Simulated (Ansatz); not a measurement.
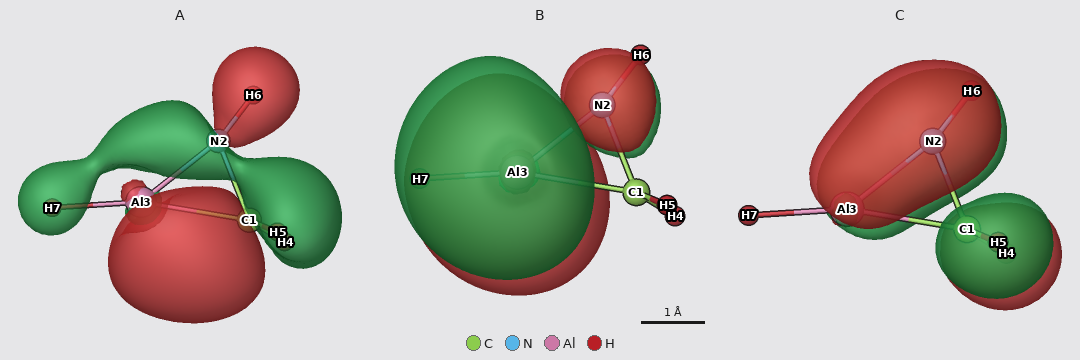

CH$_{4}$AlN. Three frontier orbitals at ±0.08 Å⁻³ᐟ² (green and red are the two phases), in no order.

Level of theory: RKS B3LYP/def2-SVP (Ansatz 0.2.0).

```json
{"atom": "C", "x (Å)": "-0.5832", "y (Å)": "-0.0241", "z (Å)": "-0.6189"}
{"atom": "N", "x (Å)": "-0.1257", "y (Å)": "0.5152", "z (Å)": "0.7141"}
{"atom": "Al", "x (Å)": "1.1048", "y (Å)": "-0.5755", "z (Å)": "0.1636"}
{"atom": "H", "x (Å)": "-1.4900", "y (Å)": "-0.6539", "z (Å)": "-0.5975"}
{"atom": "H", "x (Å)": "-0.6536", "y (Å)": "0.7139", "z (Å)": "-1.4374"}
{"atom": "H", "x (Å)": "-0.6874", "y (Å)": "1.1787", "z (Å)": "1.2346"}
{"atom": "H", "x (Å)": "2.4964", "y (Å)": "-1.2222", "z (Å)": "0.4958"}
```

Question: Which picture is the HOMO−1, the HOMO and the LUMO?

Answer: A is the HOMO−1 (−6.44 eV). Its weight (Hirshfeld) is mainly on C1 (about 45 %), Al3 (about 30 %) and N2 (about 15 %). C is the HOMO (−6.05 eV). Its weight (Hirshfeld) is mainly on N2 (about 60 %) and C1 (about 10 %). B is the LUMO (−0.74 eV). Its weight (Hirshfeld) is mainly on Al3 (about 75 %), N2 (about 10 %) and H7 (about 5 %).

Question: What is the HOMO–LUMO gap?

Answer: 5.31 eV between the orbital energies.
